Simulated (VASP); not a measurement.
Band structure of SrPd5 (space group P6/mmm). Computed with LDA (Ceperley-Alder, Perdew-Zunger), VASP's LDA PAW potentials (set 64) (plane waves; VASP).

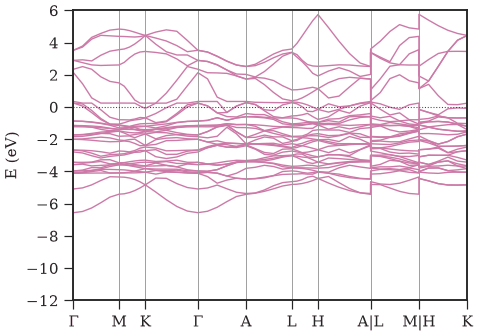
Figure: Bands along high-symmetry lines, zero at the valence-band maximum or, without a gap, the Fermi level

Question: Read the plot: is there a gap, and where are the band edges?

Answer: It has no gap at this level: it comes out as a metal or semimetal.

The structure comes from a measured SrPd5 entry of the Crystallography Open Database, whose conditions weren't checked. The cell was not relaxed at this level.
